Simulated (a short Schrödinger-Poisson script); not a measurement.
System: MOS inversion layer, Al2O3 on p-type Ge(111), at 300 K.

```tsv
layer	material	thickness (nm)	Na (cm⁻³)
1	Al2O3	5.7	-
2	Ge	450	8.4e17
```

The device is made up for the run: typed textbook-type constants, with dimensions and the other settings drawn at random. Al2O3: permittivity 9, conduction-band edge (eV) 2.65, gap (eV) 6.8, electron mass (mₑ) 0.3. Ge: permittivity 16, conduction-band edge (eV) 0, gap (eV) 0.664, Nv at 300 K (cm⁻³) 6e18.

Channel valleys (confinement mass, in-plane density-of-states mass, number): L1 1.59, 0.08, 1; L3 0.09, 0.34, 3. At the gate the conduction-band edge of layer 1 lies 2.79 eV − eVg above the Fermi level of the channel; the field vanishes at the back. Gaps are held at their typed values at every temperature. Mesh 0.03 nm at interfaces.

Solved with a short Schrödinger-Poisson script written for these runs: 1D Poisson equation in equilibrium, electrons quantum, Hartree (BenDaniel-Duke, 12 states a valley, the channel's in-plane mass for all, wave functions ending at the dielectric), parabolic valleys, classical holes, full ionisation, no traps, pinning or gate leakage.

Only gate voltages with over 1e8 electrons/cm² are shown.

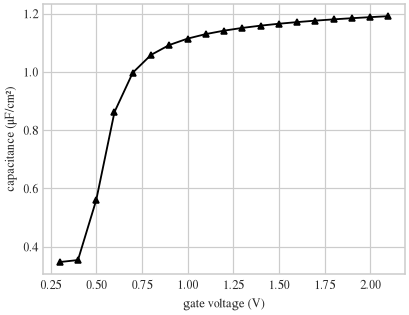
*Quasi-static capacitance against gate voltage*

| Vg (V) | electrons (cm⁻²) | C (μF/cm²) | L1 E0 (meV) | L1 E1 (meV) | L3 E0 (meV) | L3 E1 (meV) |
|---|---|---|---|---|---|---|
| 0.3 | 6.00e8 | 0.348 | 199.5 | 244.9 | 294.8 | 400.5 |
| 0.5 | 1.04e11 | 0.560 | 62.5 | 113.1 | 169.0 | 288.9 |
| 0.7 | 9.90e11 | 0.997 | -5.4 | 50.5 | 110.9 | 237.2 |
| 0.9 | 2.25e12 | 1.09 | -39.4 | 22.2 | 86.8 | 216.7 |
| 1.1 | 3.61e12 | 1.13 | -65.1 | 2.9 | 71.6 | 204.6 |
| 1.3 | 5.02e12 | 1.15 | -87.2 | -12.6 | 60.4 | 196.4 |
| 1.5 | 6.45e12 | 1.17 | -107.2 | -25.8 | 51.6 | 190.4 |
| 1.7 | 7.91e12 | 1.18 | -126.0 | -37.7 | 44.2 | 185.8 |
| 1.9 | 9.38e12 | 1.18 | -143.8 | -48.6 | 37.8 | 182.2 |
| 2.1 | 1.09e13 | 1.19 | -160.9 | -58.9 | 32.1 | 179.3 |

Subbands count from the Fermi level.

Only the L valleys are kept; under strong confinement the Δ valleys of Ge fill too.
